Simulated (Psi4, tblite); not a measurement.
Intermolecular potential of H2Ge ··· H2O (SMILES [GeH2] and O). Monomers: optimised at B3LYP-D3(BJ) (def2-TZVP), held rigid. Orientation: lowest of the rigid-body minima from ten starts at GFN2-xTB. The monomers approach along the line of their centres of mass (distance R); nothing else relaxes.

Geometry at R = 2.41 Å (first 3 atoms: monomer A):
```
6

Ge     0.0704    -0.0024     0.7463
H     -0.0430    -1.1362    -0.3761
H     -0.0273     1.1386    -0.3702
O     -2.3140     0.0149     0.5017
H     -2.3756     0.7570    -0.1085
H     -2.4188    -0.7711    -0.0442
```

- wB97M-V/def2-TZVP, counterpoise-corrected (Psi4)
- GFN2-xTB (tblite)
- PBE0-D3(BJ)/def2-TZVP, counterpoise-corrected (Psi4)
- HF/aug-cc-pVTZ, counterpoise-corrected (Psi4)
- SCS-MP2/aug-cc-pVTZ = DF-SCS-MP2/aug-cc-pVTZ, frozen core, counterpoise-corrected (Psi4)

Interaction energies in kcal/mol (negative: bound); R is the distance of the centres of mass, d the H3···H5 distance.

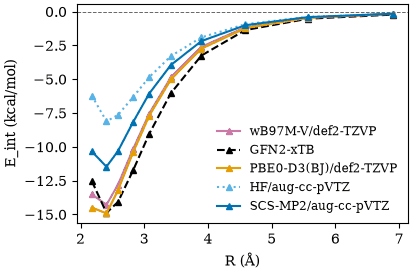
Fig. 1. Interaction energy against separation.

```tsv
R / Å	d / Å	wB97M-V/def2-TZVP	GFN2-xTB	PBE0-D3(BJ)/def2-TZVP	HF/aug-cc-pVTZ	SCS-MP2/aug-cc-pVTZ
2.18	2.17	-13.51	-12.53	-14.48	-6.22	-10.34
2.41	2.39	-14.28	-14.88	-14.92	-8.11	-11.47
2.59	2.57	-12.80	-14.08	-13.22	-7.65	-10.32
2.83	2.80	-10.13	-11.71	-10.38	-6.30	-8.15
3.08	3.04	-7.54	-9.04	-7.71	-4.85	-6.06
3.42	3.38	-4.85	-6.03	-5.01	-3.29	-3.95
3.90	3.85	-2.59	-3.24	-2.73	-1.90	-2.18
4.59	4.53	-1.15	-1.36	-1.22	-0.93	-1.00
5.57	5.50	-0.45	-0.52	-0.46	-0.39	-0.40
6.90	6.82	-0.17	-0.22	-0.17	-0.15	-0.15
```

Lowest grid point: wB97M-V/def2-TZVP -14.28 kcal/mol at R = 2.41 Å; GFN2-xTB -14.88 kcal/mol at R = 2.41 Å; PBE0-D3(BJ)/def2-TZVP -14.92 kcal/mol at R = 2.41 Å; HF/aug-cc-pVTZ -8.11 kcal/mol at R = 2.41 Å; SCS-MP2/aug-cc-pVTZ -11.47 kcal/mol at R = 2.41 Å.
